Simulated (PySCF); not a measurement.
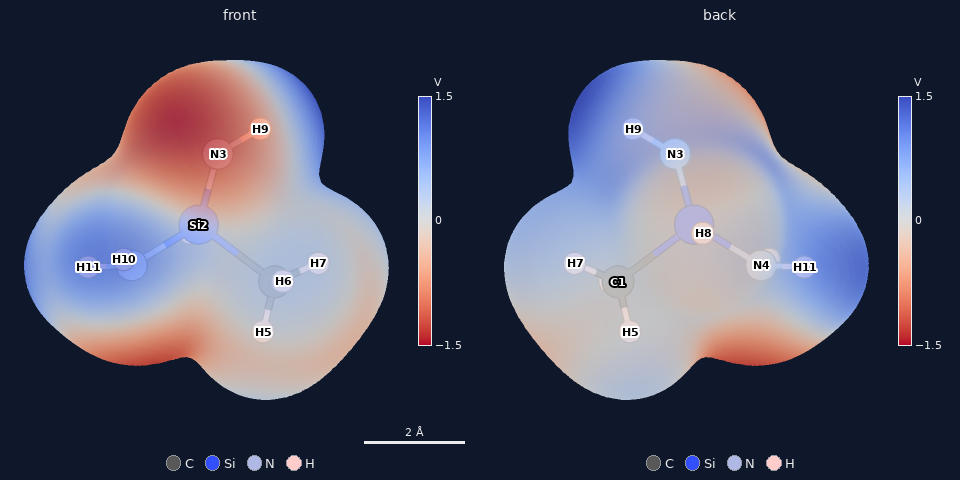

Figure. CH7N2Si (doublet). The molecular electrostatic potential painted on the density surface at 0.001 e/bohr³, seen from the front and from behind; the colour scale runs from red (negative) to blue (positive).

Geometry: GFN2-xTB.

Level of theory: PySCF 2.14.0, density-fitted response routines, UKS B3LYP, pcH-1 on C H N Si, non-relativistic, mean-field spin-orbit, GIAO.

```yaml
atoms:
  - { symbol: C, position_ang: [-1.3067, -0.5627, -0.2074] }
  - { symbol: Si, position_ang: [0.2770, 0.4111, 0.4092] }
  - { symbol: N, position_ang: [0.2968, 1.7435, -0.5912] }
  - { symbol: N, position_ang: [1.5760, -0.6843, 0.1077] }
  - { symbol: H, position_ang: [-1.3107, -1.5284, 0.2756] }
  - { symbol: H, position_ang: [-1.2586, -0.6817, -1.2794] }
  - { symbol: H, position_ang: [-2.1902, -0.0028, 0.0632] }
  - { symbol: H, position_ang: [0.1380, 0.4239, 1.8702] }
  - { symbol: H, position_ang: [-0.4817, 2.3845, -0.6247] }
  - { symbol: H, position_ang: [1.9453, -0.7319, -0.8273] }
  - { symbol: H, position_ang: [2.3202, -0.7685, 0.7783] }
```

### Describe the electrostatic potential map.

The most negative region (about −1.4 V) lies over N3, the most positive (about +1.4 V) over H9. N3 is the likeliest acceptor of a hydrogen bond.
